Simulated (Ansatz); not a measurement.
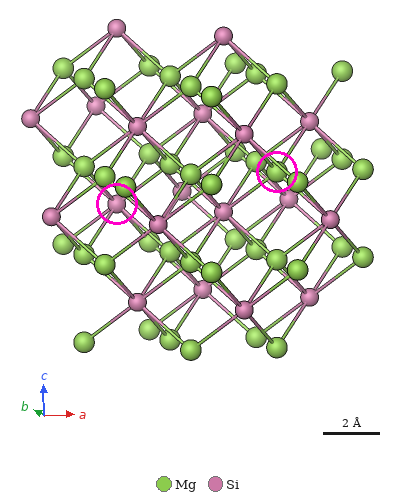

Perfect Mg₂Si. The picture is a ball-and-stick view of the atoms within 7.2 Å of one point, seen slightly off an axis.

Computed with Ansatz, DFT, PBEsol, PAW, plane waves. Set-up: plane-wave cutoff 420 eV; k-point mesh 1 × 1 × 1; mesh shifted by (0.25, 0.25, 0.25); no spin polarisation. Fermi-Dirac smearing of 0.01 eV. The axes drawn are those of the host's conventional cell.

A magnesium atom is taken out (a vacancy) and a silicon atom is taken out (a vacancy), the two sites 6.9 Å apart at the ringed places, in charge state 0. The supercell has 96 sites, and the atoms are relaxed at the host's cell.

### How do the neighbours respond?

Around the empty Mg site the host had 4 Si at 2.74 Å, 6 Mg at 3.16 Å; after relaxation the nearest atoms are 4 Si at 2.83 to 2.86 Å, 6 Mg at 2.95 to 3.01 Å. Around the empty Si site the host had 8 Mg at 2.74 Å; after relaxation the nearest atoms are 8 Mg at 2.76 to 2.86 Å. Of the host's atoms, a magnesium atom moves furthest from its site, by 0.22 Å.

The relaxed defect, seen from the same direction:

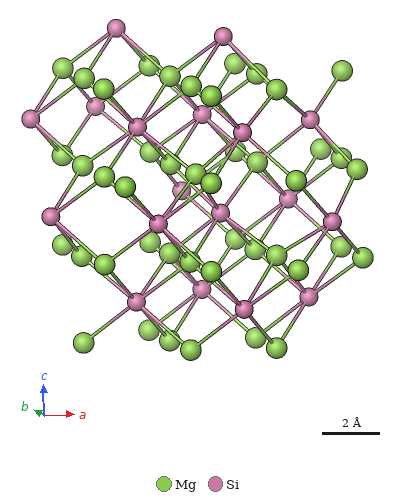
